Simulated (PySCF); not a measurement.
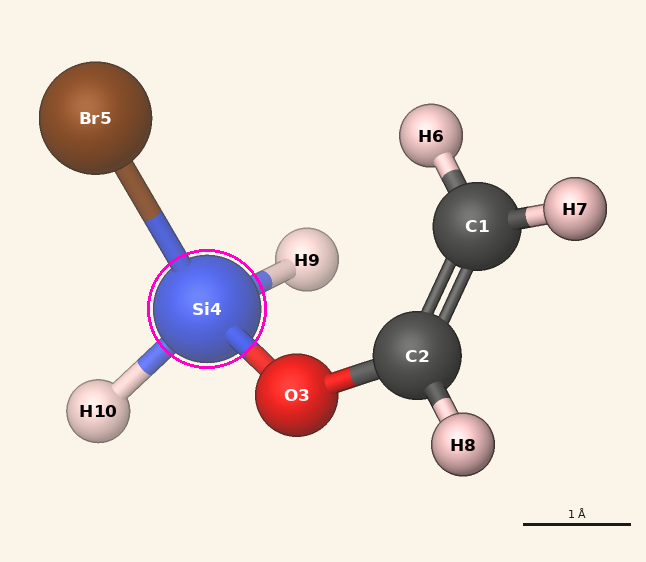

Orthographic view. Distant atoms are faded towards the background colour. Computed geometry: PBE0-D3(BJ)/def2-SVP optimisation. No frequency run is at hand to confirm it as a minimum.

Question: Which atoms are bonded to the circled atom?

Answer: The circled atom is Si4; it is bonded to O3, Br5, H9, H10.

Question: What is the shortest path along bonds from the circled atom to C1?

Answer: Si4–O3–C2–C1, 3 bonds; through space the two are 3.22 Å apart.

Question: Which atom is farthest from the viewer?

Answer: H9, 2.1 Å behind the mean position.

Question: Of O3 and Si4, which is nearer the viewer?

Answer: O3; the bond to Si4 points away from the viewer, so it looks shorter than its 1.67 Å.
